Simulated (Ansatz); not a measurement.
# CCSDT(Q)/STO-3G run of BNH2O (SMILES BN=O)

What is the vertical ionisation energy of BNH2O at CCSDT(Q)/STO-3G? 

The results are computed with Ansatz 0.2.0.

59 further runs of the same task are left out: 4 that didn't finish, 55 set aside as unsound or not needed.

## (1) The molecule

BNH2O has 5 atoms, charge 0, and is taken as a singlet. SMILES: `BN=O`. The coordinates come from a GFN2-xTB relaxation.

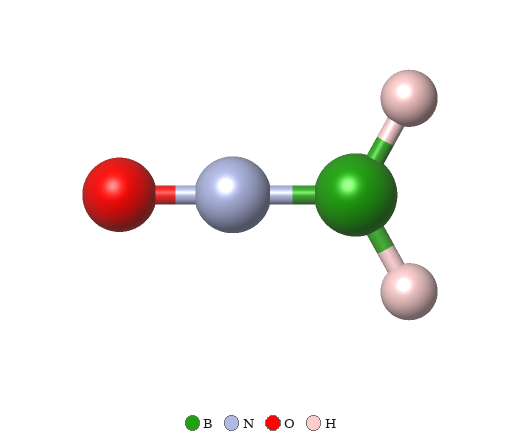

The structure, seen from a chosen angle (boron green, nitrogen light blue, oxygen red, hydrogen pink).

## (2) The energy at CCSDT(Q)/STO-3G

Contents of in.yaml:

```yaml
crystal:
  periodic: [false, false, false]
  atoms:
    - symbol: B
      position_ang: [-0.303260, 0.384710, -0.206480]
    - symbol: "N"
      position_ang: [0.435210, -0.552070, 0.296940]
    - symbol: O
      position_ang: [1.113730, -1.415380, 0.760240]
    - symbol: H
      position_ang: [-1.158940, 0.091910, -0.941520]
    - symbol: H
      position_ang: [-0.086740, 1.490830, 0.090820]
basis:
  gaussian:
    orbitals: STO-3G
correlation:
  method: ccsdt_q
  frozen_orbitals: {B: 1, H: 0, "N": 1, O: 1}
accuracy: high
scf:
  omitted_lower_state_checks: [cluster_reference, increment]
```

On the command line:

```bash
$ ansatz run in.yaml --threads 1 --pin off --max-ram 2610MiB --events-out events.jsonl --progress --plain --runs-dir runs
```

Log, cut to the lines that bear on the results:

```text
Warning: RAYON_NUM_THREADS=1 ignored (pool sized by the plan → 1); use --threads N
Functional definition: HF
  name "HF"
[...]
294 factors; integrals over basis functions are off by at most 2.9e-8 eV
[...]
mean field -4164.07624973 eV, -153.0269796652 hartree, gradient 1.6e-8 eV, S^2 0.000000; 0 other end points of the search recorded, 0 dependent functions left out; unrestricted orbitals would lower it
3 core orbitals not correlated: weight in the atoms' cores, before any rotation towards them, 1.000 or more for the frozen orbitals, at most 0.000 for the correlated occupied ones
reference -4164.07624973 eV, -153.0269796652 hartree; 8, 8 occupied and 6, 6 virtual orbitals, 294 factors
second order -4.48355354 eV of doubles, -0.00000000 eV of singles
cycle   1  -4.93469950 eV  change   -4.5e-1 eV  update   1.2e-1
[...]
cycle  30  -5.62368352 eV  change  -5.7e-10 eV  update   1.0e-9
perturbative correction -0.01432181 eV, -0.0005263169 hartree
Total energy: -4169.71425506 eV, -153.2341725395 hartree
Checks for a lower state left out: cluster_reference, increment
```

It took 0.48 s on 1 thread of Arm Neoverse V1, shared host.

## (3) The doublet cation at the same level

Contents of input.yaml:

```yaml
crystal:
  periodic: [false, false, false]
  atoms:
    - {symbol: B, position_ang: [-0.303260, 0.384710, -0.206480]}
    - {symbol: "N", position_ang: [0.435210, -0.552070, 0.296940]}
    - {symbol: O, position_ang: [1.113730, -1.415380, 0.760240]}
    - {symbol: H, position_ang: [-1.158940, 0.091910, -0.941520]}
    - {symbol: H, position_ang: [-0.086740, 1.490830, 0.090820]}
basis:
  gaussian: {orbitals: STO-3G}
total_charge: 1
magnetization: {spin_polarized: true, initial_magnetization: 1}
correlation: {method: ccsdt_q, frozen_orbitals: {B: 1, H: 0, "N": 1, O: 1}}
accuracy: high
scf: {omitted_lower_state_checks: [cluster_reference, increment]}
```

On the command line:

```bash
$ ansatz run input.yaml --threads 1 --pin off --max-ram 2610MiB --events-out events.jsonl --progress --plain --runs-dir runs
```

Log, cut to the lines that bear on the results:

```text
Warning: RAYON_NUM_THREADS=1 ignored (pool sized by the plan → 1); use --threads N
[... 2 set-up lines as earlier in the session ...]
[...]
294 factors; integrals over basis functions are off by at most 2.9e-8 eV
[...]
mean field -4157.02204464 eV, -152.7677424099 hartree, gradient 2.1e-8 eV, S^2 0.949225; 5 other end points of the search recorded, 0 dependent functions left out
3 core orbitals not correlated: weight in the atoms' cores, before any rotation towards them, 1.000 or more for the frozen orbitals, at most 0.000 for the correlated occupied ones
reference -4157.02204464 eV, -152.7677424099 hartree; 8, 7 occupied and 6, 7 virtual orbitals, 294 factors
second order -3.95090716 eV of doubles, -0.00000000 eV of singles
cycle   1  -4.36729741 eV  change   -4.2e-1 eV  update   1.1e-1
[...]
cycle  35  -5.39842784 eV  change  -3.6e-10 eV  update  3.9e-10
perturbative correction -0.04124063 eV, -0.0015155652 hartree
Total energy: -4162.46171311 eV, -152.9676465391 hartree
Checks for a lower state left out: cluster_reference, increment
```

Wall time 1.8 s (1 thread of Arm Neoverse V1, shared host); peak memory 0.11 GiB.

## (4) Outcome

Level: CCSDT(Q)/STO-3G, 3 core orbitals frozen.

| quantity | value |
| --- | --- |
| singlet BNH2O: total energy | -153.23417 Eh |
| singlet BNH2O: correlation energy (3 core orbitals frozen) | -207.2 mEh |
| singlet BNH2O: T1 diagnostic | 0.026 |
| doublet cation: total energy | -152.96765 Eh |
| doublet cation: correlation energy (3 core orbitals frozen) | -199.9 mEh |
| doublet cation: ⟨S²⟩ of the reference determinant | 0.949 |
| doublet cation: T1 diagnostic | 0.057 |
| vertical ionisation energy (to the doublet cation) | 7.253 eV |

The vertical ionisation energy comes to 7.25 eV (167 kcal/mol). In a minimal basis such a difference can be off by several eV, whatever the method. The T1 diagnostic (singlet BNH2O) of 0.026 is above the customary mark for such species, so a single reference may not serve. The restricted solution (singlet BNH2O) is unstable to spin breaking: an unrestricted one lies lower. ⟨S²⟩ (doublet cation) is 0.95 where a pure doublet has 0.75: the reference is spin-contaminated. The T1 diagnostic (doublet cation) of 0.057 is above the customary mark for such species, so a single reference may not serve.
